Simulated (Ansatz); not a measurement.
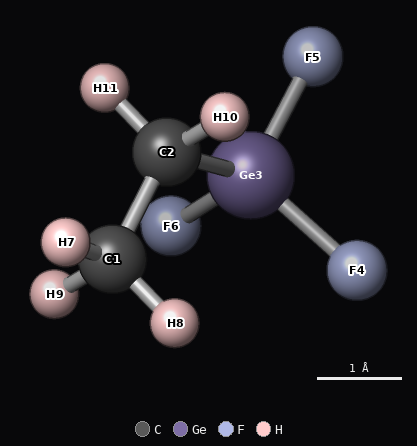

*The starting structure (ball-and-stick view, seen at a tilt; atoms are numbered from 1 in the order of the input). Sticks mark near contacts.*

Bond lengths as drawn: C–C 1.52 Å, C–Ge 1.92 Å, C–H 1.09 Å and F–Ge 1.72 Å.

Molecular dynamics, with input and output: C$_{2}$H$_{5}$F$_{3}$Ge (part 1 of 3)

System: C$_{2}$H$_{5}$F$_{3}$Ge, SMILES C[CH2][Ge]([F])([F])[F].
Method: RKS revPBE/def2-SVP (Ansatz 0.2.0).

The geometry comes from this level: PBE0-D4/def2-TZVP. Figures and captions count atoms from 1; the log counts them from 0 in places.

**Log**
```
Functional definition: revPBE
  name "revPBE"
  cite "Zhang & Yang, Phys. Rev. Lett. 80, 890 (1998) doi:10.1103/PhysRevLett.80.890"
  cite "Perdew, Burke & Ernzerhof, Phys. Rev. Lett. 77, 3865 (1996) doi:10.1103/PhysRevLett.77.3865"
  parameter kappa = 1.245
  parameter beta = 0.06672455060314922
  exchange = pbe_x(kappa = kappa, mu = beta*pi^2/3)
  correlation = pbe_c(beta = beta)
1401 factors; their error is unknown
mean field evaluation 1: about -66792.6553 eV, gradient 7.9e1 eV
mean field evaluation 2: about -66770.1275 eV, gradient 1.3e2 eV
mean field evaluation 4: about -66804.7448 eV, gradient 8.1e0 eV
mean field evaluation 8: about -66804.8804 eV, gradient 1.5e-1 eV
mean field evaluation 16: about -66804.7953 eV, gradient 1.3e-4 eV
mean field -66804.79527989 eV, -2455.0309446194 hartree, gradient 4.1e-5 eV, S^2 0.000000; 0 other end points of the search recorded, 0 dependent functions left out
the calculation of the forces begins
reference -66804.79532450 eV, -2455.0309462586 hartree; 38, 38 occupied and 89, 89 virtual orbitals, 1401 factors
md step     0: t =     0.00 fs  T =   272.7 K  F+E_penalty+E_count = -66804.79527989 eV  E_kin = 0.387780 eV  (28 SCF iters)
these checks for a lower state are left out or cut short: starts, cluster_reference, orbital_swaps, neighbouring_geometries, increment
1401 factors; their error is unknown
mean field -66804.75849857 eV, -2455.0295929307 hartree, gradient 1.8e-5 eV, S^2 0.000000; 0 other end points of the search recorded, 0 dependent functions left out
the calculation of the forces begins
reference -66804.75854320 eV, -2455.0295945711 hartree; 38, 38 occupied and 89, 89 virtual orbitals, 1401 factors
md step     1: t =     1.00 fs  T =   250.9 K  F+E_penalty+E_count = -66804.75849857 eV  E_kin = 0.356759 eV  (31 SCF iters)
[... from here on the SCF iterations and repeated set-up lines of each step are left out, up to the last step ...]
md step     2: t =     2.00 fs  T =   221.4 K  F+E_penalty+E_count = -66804.69874232 eV  E_kin = 0.314761 eV  (31 SCF iters)
md step     3: t =     3.00 fs  T =   214.7 K  F+E_penalty+E_count = -66804.68525377 eV  E_kin = 0.305293 eV  (32 SCF iters)
md step     4: t =     4.00 fs  T =   212.5 K  F+E_penalty+E_count = -66804.69807597 eV  E_kin = 0.302145 eV  (31 SCF iters)
md step     5: t =     5.00 fs  T =   208.5 K  F+E_penalty+E_count = -66804.69986373 eV  E_kin = 0.296449 eV  (31 SCF iters)
md step     6: t =     6.00 fs  T =   191.8 K  F+E_penalty+E_count = -66804.68240378 eV  E_kin = 0.272741 eV  (32 SCF iters)
md step     7: t =     7.00 fs  T =   182.7 K  F+E_penalty+E_count = -66804.65101895 eV  E_kin = 0.259789 eV  (32 SCF iters)
md step     8: t =     8.00 fs  T =   161.5 K  F+E_penalty+E_count = -66804.63074309 eV  E_kin = 0.229605 eV  (32 SCF iters)
md step     9: t =     9.00 fs  T =   179.2 K  F+E_penalty+E_count = -66804.64813684 eV  E_kin = 0.254737 eV  (32 SCF iters)
md step    10: t =    10.00 fs  T =   202.9 K  F+E_penalty+E_count = -66804.69419172 eV  E_kin = 0.288527 eV  (32 SCF iters)
md step    11: t =    11.00 fs  T =   230.5 K  F+E_penalty+E_count = -66804.71841899 eV  E_kin = 0.327737 eV  (31 SCF iters)
md step    12: t =    12.00 fs  T =   218.3 K  F+E_penalty+E_count = -66804.69877999 eV  E_kin = 0.310433 eV  (31 SCF iters)
md step    13: t =    13.00 fs  T =   214.7 K  F+E_penalty+E_count = -66804.68168638 eV  E_kin = 0.305331 eV  (31 SCF iters)
md step    14: t =    14.00 fs  T =   214.5 K  F+E_penalty+E_count = -66804.69571314 eV  E_kin = 0.304956 eV  (32 SCF iters)
md step    15: t =    15.00 fs  T =   244.1 K  F+E_penalty+E_count = -66804.71003678 eV  E_kin = 0.347117 eV  (32 SCF iters)
md step    16: t =    16.00 fs  T =   238.3 K  F+E_penalty+E_count = -66804.69883728 eV  E_kin = 0.338891 eV  (32 SCF iters)
md step    17: t =    17.00 fs  T =   230.5 K  F+E_penalty+E_count = -66804.67874400 eV  E_kin = 0.327676 eV  (30 SCF iters)
md step    18: t =    18.00 fs  T =   225.1 K  F+E_penalty+E_count = -66804.66534399 eV  E_kin = 0.320005 eV  (32 SCF iters)
md step    19: t =    19.00 fs  T =   219.2 K  F+E_penalty+E_count = -66804.66495506 eV  E_kin = 0.311650 eV  (32 SCF iters)
md step    20: t =    20.00 fs  T =   230.2 K  F+E_penalty+E_count = -66804.67753036 eV  E_kin = 0.327316 eV  (32 SCF iters)
md step    21: t =    21.00 fs  T =   254.1 K  F+E_penalty+E_count = -66804.69186926 eV  E_kin = 0.361249 eV  (31 SCF iters)
md step    22: t =    22.00 fs  T =   246.0 K  F+E_penalty+E_count = -66804.67444487 eV  E_kin = 0.349759 eV  (32 SCF iters)
md step    23: t =    23.00 fs  T =   200.4 K  F+E_penalty+E_count = -66804.62669121 eV  E_kin = 0.284980 eV  (32 SCF iters)
md step    24: t =    24.00 fs  T =   192.0 K  F+E_penalty+E_count = -66804.59551708 eV  E_kin = 0.272972 eV  (32 SCF iters)
md step    25: t =    25.00 fs  T =   180.8 K  F+E_penalty+E_count = -66804.59730387 eV  E_kin = 0.257059 eV  (32 SCF iters)
md step    26: t =    26.00 fs  T =   151.2 K  F+E_penalty+E_count = -66804.60680132 eV  E_kin = 0.214977 eV  (32 SCF iters)
md step    27: t =    27.00 fs  T =   167.1 K  F+E_penalty+E_count = -66804.60017328 eV  E_kin = 0.237530 eV  (33 SCF iters)
md step    28: t =    28.00 fs  T =   153.3 K  F+E_penalty+E_count = -66804.57763307 eV  E_kin = 0.217923 eV  (33 SCF iters)
md step    29: t =    29.00 fs  T =   136.8 K  F+E_penalty+E_count = -66804.55591638 eV  E_kin = 0.194488 eV  (32 SCF iters)
md step    30: t =    30.00 fs  T =   151.5 K  F+E_penalty+E_count = -66804.55939799 eV  E_kin = 0.215387 eV  (32 SCF iters)
md step    31: t =    31.00 fs  T =   178.8 K  F+E_penalty+E_count = -66804.59183613 eV  E_kin = 0.254292 eV  (32 SCF iters)
md step    32: t =    32.00 fs  T =   212.0 K  F+E_penalty+E_count = -66804.62699215 eV  E_kin = 0.301407 eV  (32 SCF iters)
md step    33: t =    33.00 fs  T =   232.0 K  F+E_penalty+E_count = -66804.64229643 eV  E_kin = 0.329939 eV  (32 SCF iters)
md step    34: t =    34.00 fs  T =   238.5 K  F+E_penalty+E_count = -66804.62856693 eV  E_kin = 0.339142 eV  (32 SCF iters)
md step    35: t =    35.00 fs  T =   213.6 K  F+E_penalty+E_count = -66804.60387068 eV  E_kin = 0.303695 eV  (33 SCF iters)
md step    36: t =    36.00 fs  T =   212.7 K  F+E_penalty+E_count = -66804.59804209 eV  E_kin = 0.302387 eV  (31 SCF iters)
md step    37: t =    37.00 fs  T =   219.6 K  F+E_penalty+E_count = -66804.61417921 eV  E_kin = 0.312265 eV  (33 SCF iters)
md step    38: t =    38.00 fs  T =   248.9 K  F+E_penalty+E_count = -66804.62728196 eV  E_kin = 0.353924 eV  (32 SCF iters)
md step    39: t =    39.00 fs  T =   238.0 K  F+E_penalty+E_count = -66804.62371304 eV  E_kin = 0.338412 eV  (32 SCF iters)
md step    40: t =    40.00 fs  T =   232.0 K  F+E_penalty+E_count = -66804.59855180 eV  E_kin = 0.329821 eV  (33 SCF iters)
md step    41: t =    41.00 fs  T =   210.2 K  F+E_penalty+E_count = -66804.56851335 eV  E_kin = 0.298839 eV  (32 SCF iters)
md step    42: t =    42.00 fs  T =   231.4 K  F+E_penalty+E_count = -66804.57303733 eV  E_kin = 0.329075 eV  (32 SCF iters)
md step    43: t =    43.00 fs  T =   268.9 K  F+E_penalty+E_count = -66804.61670525 eV  E_kin = 0.382277 eV  (32 SCF iters)
md step    44: t =    44.00 fs  T =   288.8 K  F+E_penalty+E_count = -66804.65965486 eV  E_kin = 0.410701 eV  (32 SCF iters)
md step    45: t =    45.00 fs  T =   292.3 K  F+E_penalty+E_count = -66804.66011477 eV  E_kin = 0.415568 eV  (32 SCF iters)
md step    46: t =    46.00 fs  T =   258.0 K  F+E_penalty+E_count = -66804.63271572 eV  E_kin = 0.366892 eV  (32 SCF iters)
md step    47: t =    47.00 fs  T =   251.4 K  F+E_penalty+E_count = -66804.62433282 eV  E_kin = 0.357473 eV  (31 SCF iters)
md step    48: t =    48.00 fs  T =   255.8 K  F+E_penalty+E_count = -66804.64555271 eV  E_kin = 0.363709 eV  (31 SCF iters)
md step    49: t =    49.00 fs  T =   283.7 K  F+E_penalty+E_count = -66804.67910249 eV  E_kin = 0.403335 eV  (31 SCF iters)
these checks for a lower state are left out or cut short: starts, cluster_reference, orbital_swaps, neighbouring_geometries, increment
1401 factors; their error is unknown
mean field -66804.69744006 eV, -2455.0273490721 hartree, gradient 2.3e-5 eV, S^2 0.000000; 0 other end points of the search recorded, 0 dependent functions left out
the calculation of the forces begins
reference -66804.69748454 eV, -2455.0273507064 hartree; 38, 38 occupied and 89, 89 virtual orbitals, 1401 factors
1401 factors; their error is unknown
mean field evaluation 416: about -66804.6143 eV, gradient 9.0e0 eV
mean field -66804.69744006 eV, -2455.0273490721 hartree, gradient 2.6e-5 eV, S^2 0.000000; 1 other end points of the search recorded, 0 dependent functions left out
the calculation of the forces begins
reference -66804.69748454 eV, -2455.0273507064 hartree; 38, 38 occupied and 89, 89 virtual orbitals, 1401 factors
md step    50: t =    50.00 fs  T =   298.0 K  F+E_penalty+E_count = -66804.69744006 eV  E_kin = 0.423735 eV  (30 SCF iters)
```

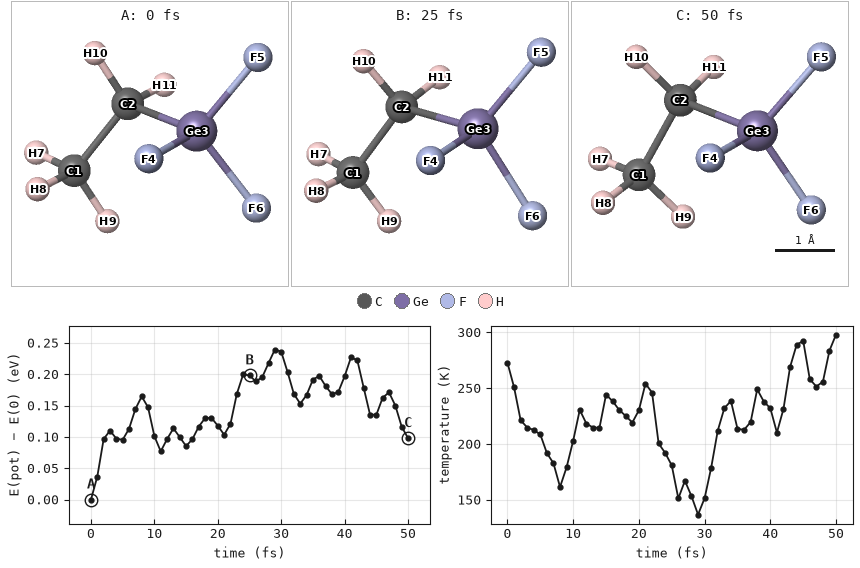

*Frames of the molecular dynamics (ball-and-stick, seen at a tilt) above the curves, on which the letters mark them.*

The trajectory kept here has 51 frames over 50 fs. The temperature starts at 273 K, ranges from 137 to 298 K and averages 223 K over the second half. The potential energy ends 0.098 eV above its first value. After an unweighted best fit of the last frame on the first, the root-mean-square displacement is 0.17 Å.

```
Total energy: -66804.69748454 eV, -2455.0273507064 hartree
Atom 0 at     0.081257    -1.191251     0.985551 Å, force    -0.059571     0.627752    -0.183841 eV/Å
Atom 1 at     0.486288    -0.603893    -0.413041 Å, force    -0.247886    -0.224005    -0.377821 eV/Å
Atom 2 at    -0.320334     1.230996    -0.641553 Å, force    -0.377544    -2.047274    -1.257814 eV/Å
Atom 3 at    -2.057017     1.142476    -0.942348 Å, force     0.302151     0.019679     0.029789 eV/Å
Atom 4 at     0.340931     2.128360    -1.975726 Å, force     0.148802     0.226912    -0.203433 eV/Å
Atom 5 at    -0.187189     2.199062     0.744797 Å, force     0.233821     0.991813     1.352629 eV/Å
Atom 6 at     0.578960    -2.162986     1.144337 Å, force    -0.022410    -0.276056    -0.082161 eV/Å
Atom 7 at    -1.045572    -1.350024     1.016344 Å, force     0.924876     0.219843     0.273026 eV/Å
Atom 8 at     0.457984    -0.527427     1.831923 Å, force    -0.641325    -0.408193    -0.657778 eV/Å
Atom 9 at     0.126067    -1.275923    -1.282755 Å, force     0.295356     0.879905     0.959869 eV/Å
Atom 10 at     1.601801    -0.491714    -0.542050 Å, force    -0.556270    -0.010376     0.147535 eV/Å
Dipole moment:     0.345483    -0.650610     0.163681 e Å
```

**Trajectory as extended XYZ (Å, eV, eV/Å), 51 frames, from step=0 to step=50**
```
11
Properties=species:S:1:pos:R:3:forces:R:3 step=0 time_fs=0.0 energy=-66804.79528 temperature=272.7
C     0.0258   -1.1545    0.9118    0.0872   0.0564  -0.1382
C     0.5881   -0.4066   -0.2916   -0.1319  -0.0384   0.1714
Ge   -0.3401    1.2405   -0.6396    0.3434  -0.5414   0.0734
F    -2.0122    1.0167   -0.9564   -1.0529  -0.1692  -0.1948
F     0.2664    2.1128   -1.9859    0.4046   0.5369  -0.8618
F    -0.2806    2.3373    0.6794    0.0512   0.6730   0.8480
H     0.5819   -2.0801    1.0728    0.2787  -0.5101   0.1177
H    -1.0234   -1.4176    0.7665   -0.5585  -0.1461  -0.0571
H     0.0987   -0.5597    1.8240    0.0274   0.3015   0.4946
H     0.5206   -0.9997   -1.2069   -0.0157  -0.3034  -0.5007
H     1.6402   -0.1460   -0.1533    0.5665   0.1407   0.0475
11
Properties=species:S:1:pos:R:3:forces:R:3 step=1 time_fs=1.0 energy=-66804.75850 temperature=250.9
C     0.0222   -1.1578    0.9173    1.2810  -0.5925  -0.7545
C     0.5786   -0.4033   -0.2934    0.8554  -0.0623   0.3518
Ge   -0.3369    1.2413   -0.6406    0.0342  -0.5238   0.1080
F    -2.0161    1.0222   -0.9559   -0.8734  -0.1527  -0.1689
F     0.2649    2.1103   -1.9867    0.4505   0.5960  -0.9403
F    -0.2837    2.3331    0.6815    0.0686   0.7033   0.8674
H     0.6127   -2.0880    1.0664   -0.1413  -0.0009   0.0268
H    -1.0050   -1.4211    0.7759   -1.3042  -0.3754  -0.1182
H     0.1157   -0.5768    1.8116    0.0399   0.7254   1.1370
H     0.5114   -0.9958   -1.2140    0.0203  -0.2368  -0.3640
H     1.6633   -0.1440   -0.1419   -0.4310  -0.0802  -0.1451
11
Properties=species:S:1:pos:R:3:forces:R:3 step=2 time_fs=2.0 energy=-66804.69874 temperature=221.4
C     0.0189   -1.1617    0.9225    2.0800  -0.9892  -1.0384
C     0.5702   -0.4009   -0.2941    1.4946  -0.2431   0.3065
Ge   -0.3337    1.2420   -0.6415   -0.2551  -0.4875   0.1242
F    -2.0204    1.0284   -0.9552   -0.6907  -0.1387  -0.1447
F     0.2640    2.1085   -1.9883    0.4808   0.6293  -0.9822
F    -0.2873    2.3293    0.6838    0.0869   0.7256   0.8763
H     0.6424   -2.0949    1.0630   -0.5277   0.4037  -0.0488
H    -0.9980   -1.4284    0.7841   -1.6422  -0.4951  -0.1119
H     0.1354   -0.5880    1.8105    0.0096   0.8862   1.3652
H     0.5032   -0.9934   -1.2271    0.0574  -0.0791  -0.0602
H     1.6809   -0.1441   -0.1325   -1.0936  -0.2122  -0.2859
11
Properties=species:S:1:pos:R:3:forces:R:3 step=3 time_fs=3.0 energy=-66804.68525 temperature=214.7
C     0.0171   -1.1664    0.9268    2.1610  -0.9373  -0.7934
C     0.5636   -0.3992   -0.2944    1.7793  -0.5186   0.1418
Ge   -0.3304    1.2426   -0.6425   -0.5405  -0.4409   0.1393
F    -2.0252    1.0345   -0.9545   -0.4938  -0.1249  -0.1202
F     0.2635    2.1070   -1.9907    0.5005   0.6472  -1.0006
F    -0.2911    2.3258    0.6866    0.1056   0.7337   0.8661
H     0.6661   -2.0971    1.0585   -0.7762   0.5880  -0.0805
H    -1.0067   -1.4387    0.7904   -1.3191  -0.4273  -0.0089
H     0.1571   -0.5896    1.8248   -0.1159   0.6210   0.9397
H     0.4942   -0.9939   -1.2422    0.1063   0.1228   0.3122
H     1.6882   -0.1471   -0.1219   -1.4072  -0.2638  -0.3954
11
Properties=species:S:1:pos:R:3:forces:R:3 step=4 time_fs=4.0 energy=-66804.69808 temperature=212.5
C     0.0168   -1.1718    0.9296    1.7006  -0.5553  -0.2350
C     0.5586   -0.3976   -0.2953    1.7542  -0.8144   0.0264
Ge   -0.3271    1.2431   -0.6435   -0.8277  -0.3920   0.1699
F    -2.0300    1.0400   -0.9541   -0.2954  -0.1122  -0.0961
F     0.2630    2.1058   -1.9930    0.5202   0.6655  -1.0184
F    -0.2948    2.3222    0.6899    0.1245   0.7294   0.8407
H     0.6813   -2.0936    1.0553   -0.8607   0.5577  -0.0900
H    -1.0274   -1.4502    0.7971   -0.5515  -0.2282   0.1374
H     0.1800   -0.5832    1.8487   -0.3164   0.1231   0.1508
H     0.4833   -0.9952   -1.2536    0.1552   0.2727   0.5781
H     1.6835   -0.1536   -0.1132   -1.4031  -0.2463  -0.4638
11
Properties=species:S:1:pos:R:3:forces:R:3 step=5 time_fs=5.0 energy=-66804.69986 temperature=208.5
C     0.0175   -1.1781    0.9318    0.9789  -0.0756   0.2499
C     0.5553   -0.3965   -0.2963    1.4084  -1.0922  -0.0397
Ge   -0.3237    1.2434   -0.6449   -1.0789  -0.3368   0.2273
F    -2.0338    1.0453   -0.9538   -0.1260  -0.1036  -0.0778
F     0.2625    2.1053   -1.9954    0.5375   0.6788  -1.0289
F    -0.2984    2.3187    0.6939    0.1434   0.7035   0.7897
H     0.6883   -2.0857    1.0554   -0.7978   0.3500  -0.0927
H    -1.0543   -1.4610    0.8057    0.3171  -0.0057   0.2575
H     0.1996   -0.5765    1.8729   -0.5035  -0.3037  -0.5444
H     0.4764   -0.9951   -1.2603    0.1727   0.3404   0.7086
H     1.6660   -0.1631   -0.1097   -1.0519  -0.1552  -0.4497
11
Properties=species:S:1:pos:R:3:forces:R:3 step=6 time_fs=6.0 energy=-66804.68240 temperature=191.8
C     0.0185   -1.1848    0.9344    0.1561   0.4766   0.5093
C     0.5531   -0.3965   -0.2971    0.7704  -1.3024  -0.0213
Ge   -0.3204    1.2437   -0.6462   -1.2845  -0.2776   0.2985
F    -2.0366    1.0508   -0.9536    0.0137  -0.0981  -0.0651
F     0.2627    2.1052   -1.9980    0.5487   0.6822  -1.0247
F    -0.3018    2.3160    0.6983    0.1621   0.6596   0.7186
H     0.6856   -2.0746    1.0541   -0.5493  -0.0538  -0.0578
H    -1.0795   -1.4719    0.8172    1.0257   0.1780   0.3145
H     0.2116   -0.5735    1.8924   -0.6152  -0.5699  -0.9941
H     0.4746   -0.9922   -1.2612    0.1528   0.3038   0.6804
H     1.6392   -0.1749   -0.1090   -0.3805   0.0015  -0.3583
11
Properties=species:S:1:pos:R:3:forces:R:3 step=7 time_fs=7.0 energy=-66804.65102 temperature=182.7
C     0.0204   -1.1910    0.9371   -0.5611   0.9853   0.5380
C     0.5516   -0.3973   -0.2985   -0.1138  -1.4349   0.1083
Ge   -0.3172    1.2440   -0.6475   -1.4676  -0.2047   0.3862
F    -2.0391    1.0565   -0.9538    0.1439  -0.0942  -0.0536
F     0.2632    2.1057   -2.0004    0.5552   0.6791  -1.0100
F    -0.3053    2.3139    0.7036    0.1803   0.5956   0.6250
H     0.6776   -2.0650    1.0516   -0.1944  -0.5340  -0.0075
H    -1.0940   -1.4828    0.8306    1.4191   0.2917   0.3086
H     0.2161   -0.5772    1.9028   -0.6371  -0.6512  -1.1629
H     0.4721   -0.9864   -1.2564    0.1264   0.1653   0.4901
H     1.6083   -0.1870   -0.1086    0.5492   0.2020  -0.2221
11
Properties=species:S:1:pos:R:3:forces:R:3 step=8 time_fs=8.0 energy=-66804.63074 temperature=161.5
C     0.0223   -1.1956    0.9402   -0.9196   1.2538   0.3606
C     0.5498   -0.3993   -0.3005   -1.0081  -1.4584   0.3351
Ge   -0.3141    1.2443   -0.6488   -1.6395  -0.1225   0.4848
F    -2.0415    1.0619   -0.9543    0.2673  -0.0887  -0.0423
F     0.2637    2.1070   -2.0027    0.5579   0.6701  -0.9855
F    -0.3087    2.3124    0.7097    0.1990   0.5095   0.5074
H     0.6698   -2.0604    1.0511    0.1056  -0.8950   0.0200
H    -1.0924   -1.4916    0.8465    1.4229   0.3170   0.2461
H     0.2149   -0.5882    1.9014   -0.5780  -0.5300  -1.0302
H     0.4695   -0.9811   -1.2473    0.0940  -0.0435   0.1720
H     1.5802   -0.1946   -0.1093    1.4984   0.3877  -0.0679
```
